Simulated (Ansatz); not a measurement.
```xyz
13

C    -0.6834    1.2991   -1.0176
N    -1.2501    0.6562    0.1512
Ge    0.1558   -0.0462    1.1106
C     1.0635   -1.5182    0.1462
H    -1.5789    1.7611   -1.6231
H    -0.0669    2.1978   -0.7306
H    -0.1510    0.6417   -1.6836
H    -1.7842   -0.1337   -0.1789
H    -0.3254   -0.5493    2.5320
H     1.2553    1.0540    1.3902
H     1.4078   -1.1582   -0.7827
H     0.2326   -2.2841   -0.0473
H     1.7455   -1.9550    0.7484
```

These are results of Ansatz 0.2.0, SCF hf, Gaussian basis, not measurements.

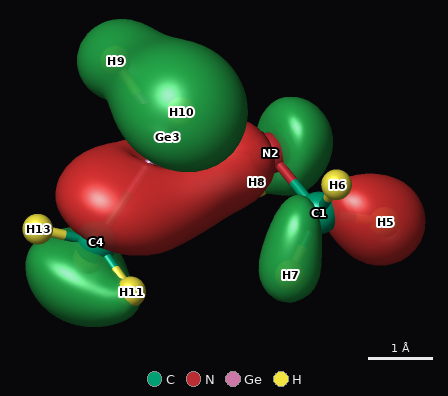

C2H9GeN. The HOMO−1 at ±0.1 Å⁻³ᐟ² (green and red are the two phases), seen across its widest extent.

Describe this orbital and give its energy.

Answer. It lies mainly on Ge3 (about 25 %), C4 (about 20 %), H10 (about 15 %) and N2 (about 10 %). Its energy is −11.85 eV.
